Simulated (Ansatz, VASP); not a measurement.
# Cross-check of TaSi between VASP and Ansatz

Wanted: the spread between two codes on one cell, functional and k mesh. The cell is invented: As first built, before any earlier steps moved the atoms (in the runner's words): it takes the TaC structure with some of its atoms replaced by other elements, volume scaled by an estimate. It may not be a known or stable phase. The cell is taken from a series of VASP runs on this material, whose earlier steps may have relaxed, scaled or displaced it; both programs get it as it stands. Valence electrons are named where the data sets of a main pair hold unlike numbers.

Calculated with Ansatz 0.2.0; plane waves, with VASP 6.6.1 beside it; band structure at HSE03.

## Step 1: Starting point

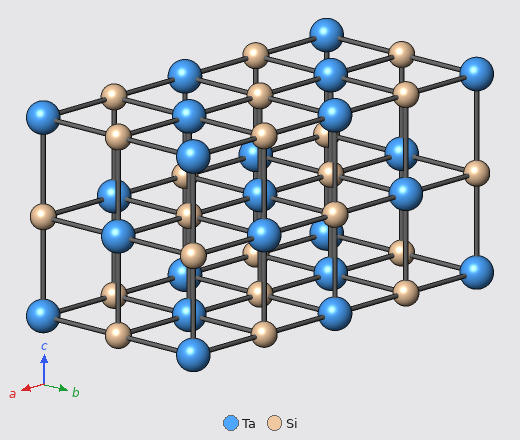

The starting structure, seen from a free direction (tantalum blue, silicon light orange). 2×1×1 cells are drawn. This picture shows the conventional cell, with its axes. Some periodic images of atoms are drawn too.

## Step 2: VASP: band structure, HSE03

A single point gives forces, pressure and levels at one fixed geometry, so differences don't come from the geometry; what else differs is listed under the comparison.

Lines of VASP's logs that name or quote its potential files are left out, and so is its time.

The run reads the wave functions of an earlier VASP run, which isn't shown here.

INCAR reads:

```
SYSTEM = TaSi
PREC = Accurate
ENCUT = 400
EDIFF = 1E-06
NELM = 100
ISMEAR = 0
SIGMA = 0.02
LREAL = .FALSE.
ALGO = Normal
LHFCALC = .TRUE.
AEXX = 0.25
GGA = PE
HFSCREEN = 0.3
LASPH = .TRUE.
PRECFOCK = Fast
LORBIT = 11
LWAVE = .FALSE.
LCHARG = .FALSE.
KPAR = 4
```

POSCAR reads:

```
TaSi
1.0
    0.0000000000      2.5749683672      2.5749683672
    2.5749683672      0.0000000000      2.5749683672
    2.5749683672      2.5749683672      0.0000000000
Ta Si
1 1
Direct
    0.0000000000      0.0000000000      0.0000000000
    0.5000000000      0.5000000000      0.5000000000
```

KPOINTS reads:

```
Automatic mesh
0
Gamma
5 5 5
0 0 0
```

KPOINTS_OPT reads:

```
Line mode
10
Line-mode
Reciprocal
  0.00000000   0.00000000   0.00000000 GAMMA
  0.50000000   0.00000000   0.50000000 X

  0.50000000   0.00000000   0.50000000 X
  0.50000000   0.25000000   0.75000000 W

  0.50000000   0.25000000   0.75000000 W
  0.37500000   0.37500000   0.75000000 K

  0.37500000   0.37500000   0.75000000 K
  0.00000000   0.00000000   0.00000000 GAMMA

  0.00000000   0.00000000   0.00000000 GAMMA
  0.50000000   0.50000000   0.50000000 L

  0.50000000   0.50000000   0.50000000 L
  0.62500000   0.25000000   0.62500000 U

  0.62500000   0.25000000   0.62500000 U
  0.50000000   0.25000000   0.75000000 W

  0.50000000   0.25000000   0.75000000 W
  0.50000000   0.50000000   0.50000000 L

  0.50000000   0.50000000   0.50000000 L
  0.37500000   0.37500000   0.75000000 K

  0.62500000   0.25000000   0.62500000 U
  0.50000000   0.00000000   0.50000000 X
```

The projector-augmented-wave data sets are Ta_pv and Si (PBE family, release 64).

Started as:

```console
mpirun -np 4 vasp_std
```

Numbers of over 12 decimals in the logs are rounded to 6 here.

Output:

```text
[banner, memory and clock lines left out]
running    4 mpi-ranks, on    1 nodes
 distrk:  each k-point on    1 cores,    4 groups
 distr:  one band on    1 cores,    1 groups

 POSCAR found type information on POSCAR TaSi
 POSCAR found :  2 types and       2 ions
 LDA part: xc-table for (Slater+PW92), standard interpolation
 found WAVECAR, reading the header
 POSCAR, INCAR and KPOINTS ok, starting setup
 FFT: planning ... GRIDC
 FFT: planning ... GRID_SOFT
 FFT: planning ... GRID
 reading WAVECAR
 the WAVECAR file was read successfully
 initial charge from wavefunction
 entering main loop
       N       E                     dE             d eps       ncg     rms          rms(c)
DAV:   1    -0.193772976026E+02   -0.19377E+02   -0.29527E-01   220   0.477E+00    0.283E+00
DAV:   2    -0.193752732800E+02    0.20243E-02   -0.95913E-03   234   0.115E+00    0.173E+00
DAV:   3    -0.193740525623E+02    0.12207E-02   -0.33566E-03   229   0.531E-01    0.998E-01
DAV:   4    -0.193739571824E+02    0.95380E-04   -0.51452E-04   238   0.165E-01    0.568E-01
DAV:   5    -0.193739096881E+02    0.47494E-04   -0.58457E-05   252   0.463E-02    0.321E-01
DAV:   6    -0.193738960101E+02    0.13678E-04   -0.22155E-05   235   0.271E-02    0.179E-01
DAV:   7    -0.193738942257E+02    0.17844E-05   -0.58503E-06   235   0.141E-02    0.991E-02
DAV:   8    -0.193738941298E+02    0.95805E-07   -0.95406E-07   116   0.697E-03
   1 F= -.19373894E+02 E0= -.19373273E+02  d E =-.124254E-02
 Start KPOINTS_OPT (optional k-point list driver)
k-point batch [1-10\100]
       N       E                     dE             ncg
DAV:   1    -0.592787993812E+03   -0.30047E+04      220
DAV:   2    -0.151403941991E+04   -0.92125E+03      253
DAV:   3    -0.155768319233E+04   -0.43644E+02      244
DAV:   4    -0.155999023594E+04   -0.23070E+01      310
DAV:   5    -0.156020366785E+04   -0.21343E+00      255
DAV:   6    -0.156021880198E+04   -0.15134E-01      290
DAV:   7    -0.156022012417E+04   -0.13222E-02      247
DAV:   8    -0.156022025859E+04   -0.13442E-03      274
DAV:   9    -0.156022027284E+04   -0.14248E-04      212
DAV:  10    -0.156022027439E+04   -0.15559E-05      202
DAV:  11    -0.156022027457E+04   -0.17202E-06      164
[...]
k-point batch [91-100\100]
       N       E                     dE             ncg
DAV:   1    -0.759261693607E+03   -0.59395E+04      220
DAV:   2    -0.154846374037E+04   -0.78920E+03      256
DAV:   3    -0.158342078784E+04   -0.34957E+02      292
DAV:   4    -0.158534800836E+04   -0.19272E+01      302
DAV:   5    -0.158548654211E+04   -0.13853E+00      296
DAV:   6    -0.158549802575E+04   -0.11484E-01      287
DAV:   7    -0.158549902651E+04   -0.10008E-02      273
DAV:   8    -0.158549912177E+04   -0.95257E-04      281
DAV:   9    -0.158549913152E+04   -0.97533E-05      235
DAV:  10    -0.158549913253E+04   -0.10102E-05      174
DAV:  11    -0.158549913264E+04   -0.10919E-06      164
```

From OUTCAR (step 2):

```text
ion  position               nearest neighbor table
   1  0.000  0.000  0.000-   2 2.57   2 2.57   2 2.57   2 2.57   2 2.57   2 2.57
   2  0.500  0.500  0.500-   1 2.57   1 2.57   1 2.57   1 2.57   1 2.57   1 2.57

  LATTYP: Found a face centered cubic cell.
 ALAT       =     5.1499367344

 Subroutine GETGRP returns: Found 48 space group operations
 (whereof 48 operations were pure point group operations)

The static configuration has the point symmetry O_h .

 Found     10 irreducible k-points:

   k-points           NKPTS =     10   k-points in BZ     NKDIM =    125   number of bands    NBANDS=     11

   dimension x,y,z NGX =    24 NGY =   24 NGZ =   24
   dimension x,y,z NGXF=    48 NGYF=   48 NGZF=   48

   ENCUT  =  400.0 eV  29.40 Ry    5.42 a.u.   5.94  5.94  5.94*2*pi/ulx,y,z

   NELECT =      15.0000    total number of electrons

 k-points in reciprocal lattice and weights: Automatic mesh
   0.00000000  0.00000000  0.00000000       0.008
   0.20000000  0.00000000  0.00000000       0.064
   0.40000000  0.00000000  0.00000000       0.064
   0.20000000  0.20000000  0.00000000       0.048
   0.40000000  0.20000000  0.00000000       0.192
  -0.40000000  0.20000000  0.00000000       0.192
  -0.20000000  0.20000000  0.00000000       0.096
   0.40000000  0.40000000  0.00000000       0.048
  -0.40000000  0.40000000  0.00000000       0.096
  -0.40000000  0.40000000  0.20000000       0.192

  exchange ACFDT corr.  =         0.00000000  see jH, gK, PRB 81, 115126

 average (electrostatic) potential at core
       1 -31.5933       2 -78.0145

 E-fermi :   7.0006

 k-point     1 :       0.0000    0.0000    0.0000
  band No.  band energies     occupation
    ...
      5       5.9931      2.00000
      6       5.9931      2.00000
      7       5.9932      2.00000
      8       6.6294      2.00000
      9       6.6294      2.00000
     10       9.8095      0.00000
     11       9.8095      0.00000

 k-point     2 :       0.2000    0.0000    0.0000
  band No.  band energies     occupation
    ...
      5       4.2812      2.00000
      6       4.9977      2.00000
      7       4.9977      2.00000
      8       6.9208      2.00000
      9       6.9208      2.00000
     10       9.3414      0.00000
     11      12.2669      0.00000

 k-point     3 :       0.4000    0.0000    0.0000
  band No.  band energies     occupation
    ...
      3     -30.1080      2.00000
      4      -2.2818      2.00000
      5       1.0649      2.00000
      6       3.7251      2.00000
      7       3.7251      2.00000
      8       8.8120      0.00000
      9       8.8120      0.00000
     10       9.7195      0.00000
     11      12.8468      0.00000

  energy-cutoff  :      400.00
  volume of cell :       34.15
      direct lattice vectors                 reciprocal lattice vectors
     0.000000000  2.574968367  2.574968367    -0.194177143  0.194177143  0.194177143
     2.574968367  0.000000000  2.574968367     0.194177143 -0.194177143  0.194177143
     2.574968367  2.574968367  0.000000000     0.194177143  0.194177143 -0.194177143

 POSITION                                       TOTAL-FORCE (eV/Angst)
 -----------------------------------------------------------------------------------
      0.00000      0.00000      0.00000         0.000000     -0.000000      0.000000
      2.57497      2.57497      2.57497        -0.000000      0.000000     -0.000000
 -----------------------------------------------------------------------------------
    total drift:                                0.000028      0.000039     -0.000017

  FREE ENERGIE OF THE ION-ELECTRON SYSTEM (eV)
  ---------------------------------------------------
  free  energy   TOTEN  =       -19.3738941298 eV

  energy  without entropy=      -19.3726515943  energy(sigma->0) =      -19.37327286

 total charge
# of ion       s       p       d       tot
------------------------------------------
    1        0.286   6.156   2.349   8.791
    2        0.790   1.029   0.000   1.819
--------------------------------------------------
tot          1.076   7.185   2.349  10.610

[... 3 further parts left out ...]
```

This run has no spin polarisation. Its electron count is odd, so without a moment it is a metal by construction. The k-mesh is coarse for exact exchange; levels may shift by about 0.1 eV on a finer one.

(Continued in part 2 of 2.)

[Lines on the potential files, build, host, timing and source positions are cut from VASP's logs without a mark.]

[Logs are printed without paths, hosts, clocks, repeated set-up lines and the standing remarks that a program may print on its own settings, such as how far it seeks lower states.]

[Hosts, paths, dates, database ids (printed as entryN), source tags and the programs' standing remarks are cut or masked in the printed files.]
